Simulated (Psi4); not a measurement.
# wB97X-D/def2-TZVPPD (density fitting, core potential, sweep point 5) run of InCl3 (SMILES [Cl][In]([Cl])[Cl])

Aim: the vertical ionisation energy of InCl3 at wB97X-D/def2-TZVPPD (density fitting, core potential, sweep point 5), from 2 runs. 

The results are computed with Psi4 1.11.

## Step 1: Starting point

InCl3: 4 atoms, total charge 0, spin state singlet. SMILES: `[Cl][In]([Cl])[Cl]`. Geometry: relaxed at PBE0-D4/def2-TZVP.

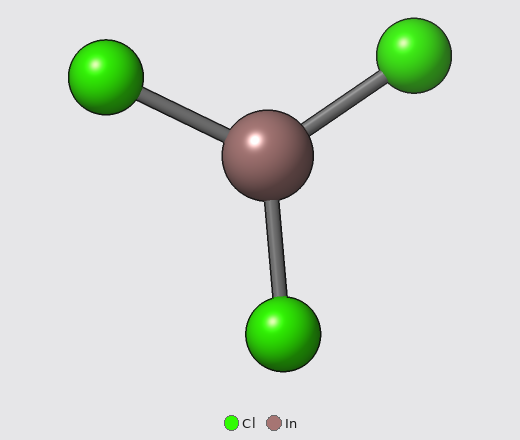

Viewed from a chosen angle; chlorine green, indium brown.

## Step 2: The energy at wB97X-D/def2-TZVPPD (density fitting, core potential, sweep point 5)

cl3in.dat

```
memory 1.6 GB

molecule m {
  0 1
  Cl    -0.202900     0.521500     2.213600
  In     0.014400    -0.014800    -0.005300
  Cl     1.015900    -1.985200    -0.615300
  Cl    -0.772000     1.418300    -1.613200
  symmetry c1
}

set globals {
  basis                def2-TZVPPD
  reference            rks
  puream               true
  scf_type             df
  dft_radial_points    99
  dft_spherical_points 590
}

energy_value, wavefunction = energy('wb97x-d', return_wfn=True)
print_variables()
```

Run with:

```sh
psi4 -n 1 cl3in.dat cl3in.out
```

cl3in.out:

```text
[...]
    !!!  WARNING: ECP capability is in beta. Please check occupations closely.  !!!
[...]
  Running in c1 symmetry.
[...]
  Nuclear repulsion =  362.685155561282500
[...]
  Multiplicity = 1
[...]
  Nalpha       = 36
  Nbeta        = 36
[...]
    Number of basis functions: 209
[...]
   @DF-RKS iter   1: -1570.84148517085509   -1.09914e+00   3.23708e-03 DIIS/ADIIS
[...]
   @DF-RKS iter   7: -1570.98736151058370   -1.74401e-07   6.80623e-07 DIIS
[...]
    Orbital Energies [Eh]
    ---------------------
    Doubly Occupied:
       1A   -101.705657     2A   -101.705654     3A   -101.705640
       4A     -9.591152     5A     -9.591144     6A     -9.591132
       7A     -7.335365     8A     -7.335354     9A     -7.335351
      10A     -7.330312    11A     -7.330304    12A     -7.330300
      13A     -7.329688    14A     -7.329679    15A     -7.329677
      16A     -4.858247    17A     -3.262562    18A     -3.252360
      19A     -3.252359    20A     -0.964045    21A     -0.961825
      22A     -0.961820    23A     -0.931913    24A     -0.931912
      25A     -0.902153    26A     -0.884879    27A     -0.884859
      28A     -0.556222    29A     -0.470090    30A     -0.470069
      31A     -0.444414    32A     -0.423593    33A     -0.423574
      34A     -0.420140    35A     -0.420138    36A     -0.418513
[...]
  @DF-RKS Final Energy: -1570.98736151058370
   => Energetics <=
    Nuclear Repulsion Energy =            362.6851555612824995
    One-Electron Energy =               -2965.0490970251767067
    Two-Electron Energy =                1105.0250102972033801
    DFT Exchange-Correlation Energy =     -73.6473310773509695
    Empirical Dispersion Energy =          -0.0010992665418291
    VV10 Nonlocal Energy =                  0.0000000000000000
    Total Energy =                      -1570.9873615105836961
[...]
 Multipole Moments:
 ------------------------------------------------------------------------------------
     Multipole            Electronic (a.u.)      Nuclear  (a.u.)        Total (a.u.)
 ------------------------------------------------------------------------------------
 L = 1.  Multiply by 2.5417464519 to convert [e a0] to [Debye]
 Dipole X            :          0.0243175           -0.0230560            0.0012615
 Dipole Y            :          0.0109588           -0.0104800            0.0004788
 Dipole Z            :         -0.0114477            0.0104800           -0.0009677
 Magnitude           :                                                    0.0016605
[...]
```

Run time: 28 s. Hardware: 1 thread of AMD EPYC 7R43 (Zen 3), shared host; peak memory 1.3 GiB.

## Step 3: The doublet cation at the same level

calc.inp

```
memory 1600 mb

molecule m {
  1 2
  Cl    -0.202900     0.521500     2.213600
  In     0.014400    -0.014800    -0.005300
  Cl     1.015900    -1.985200    -0.615300
  Cl    -0.772000     1.418300    -1.613200
  symmetry c1
}

set {
  basis                def2-TZVPPD
  reference            uks
  puream               true
  scf_type             df
  dft_radial_points    99
  dft_spherical_points 590
  maxiter              100
}

E, wfn = energy('wb97x-d', return_wfn=True)
```

Run with:

```sh
psi4 calc.inp calc.out -n 1
```

calc.out:

```text
[...]
    !!!  WARNING: ECP capability is in beta. Please check occupations closely.  !!!
[...]
  Running in c1 symmetry.
[...]
  Nuclear repulsion =  362.685155561282500
[...]
  Multiplicity = 2
[...]
  Nalpha       = 36
  Nbeta        = 35
[...]
    Number of basis functions: 209
[...]
   @DF-UKS iter   1: -1570.46304517126032   -7.20701e-01   2.73000e-03 ADIIS/DIIS
[...]
   @DF-UKS iter  17: -1570.55283470388440   -8.34391e-08   5.09648e-07 DIIS
[...]
   @S^2 Observed:                7.562323651E-01
[...]
    Orbital Energies [Eh]
    ---------------------
    Alpha Occupied:
       1A   -101.939641     2A   -101.937350     3A   -101.936930
       4A     -9.822793     5A     -9.820525     6A     -9.820114
       7A     -7.567760     8A     -7.565280     9A     -7.565262
      10A     -7.564806    11A     -7.563103    12A     -7.562712
      13A     -7.559810    14A     -7.557602    15A     -7.557201
      16A     -5.061784    17A     -3.465485    18A     -3.456433
      19A     -3.456377    20A     -1.178220    21A     -1.175989
      22A     -1.175276    23A     -1.135151    24A     -1.135094
      25A     -1.113769    26A     -1.099796    27A     -1.099077
      28A     -0.763465    29A     -0.684809    30A     -0.684799
      31A     -0.651596    32A     -0.648732    33A     -0.643999
      34A     -0.643708    35A     -0.633799    36A     -0.632453
[...]
  @DF-UKS Final Energy: -1570.55283470388440
   => Energetics <=
    Nuclear Repulsion Energy =            362.6851555612824995
    One-Electron Energy =               -2949.3872058755168837
    Two-Electron Energy =                1089.6096147170683253
    DFT Exchange-Correlation Energy =     -73.4592998401765414
    Empirical Dispersion Energy =          -0.0010992665418291
    VV10 Nonlocal Energy =                  0.0000000000000000
    Total Energy =                      -1570.5528347038844004
[...]
 Multipole Moments:
 ------------------------------------------------------------------------------------
     Multipole            Electronic (a.u.)      Nuclear  (a.u.)        Total (a.u.)
 ------------------------------------------------------------------------------------
 L = 1.  Multiply by 2.5417464519 to convert [e a0] to [Debye]
 Dipole X            :          0.0125429           -0.0230560           -0.0105131
 Dipole Y            :          0.0316851           -0.0104800            0.0212051
 Dipole Z            :         -0.0277896            0.0104800           -0.0173096
 Magnitude           :                                                    0.0293224
[...]
```

Run time: 74 s. Hardware: 1 thread of AMD EPYC 7R43 (Zen 3), shared host; peak memory 1.3 GiB.

## Step 4: What came out

At wB97X-D/def2-TZVPPD (density fitting, core potential, sweep point 5):

```
                                          quantity           value
                       singlet InCl3: total energy  -1570.98736 Eh
                      singlet InCl3: dipole moment          0.00 D
                        singlet InCl3: HOMO energy       -11.39 eV
                        singlet InCl3: LUMO energy        -1.32 eV
                      singlet InCl3: HOMO–LUMO gap        10.07 eV
                  singlet InCl3: dispersion energy    -2.89 kJ/mol
                      doublet cation: total energy  -1570.55283 Eh
doublet cation: HOMO energy (highest over α and β)       -16.01 eV
 doublet cation: LUMO energy (lowest over α and β)       -12.27 eV
                 doublet cation: dispersion energy    -2.89 kJ/mol
                              doublet cation: ⟨S²⟩           0.756
vertical ionisation energy (to the doublet cation)       11.824 eV
```

In words: The vertical ionisation energy comes to 11.82 eV (273 kcal/mol). −ε(HOMO) before ionisation, 11.39 eV, is 0.44 eV below this ionisation energy.
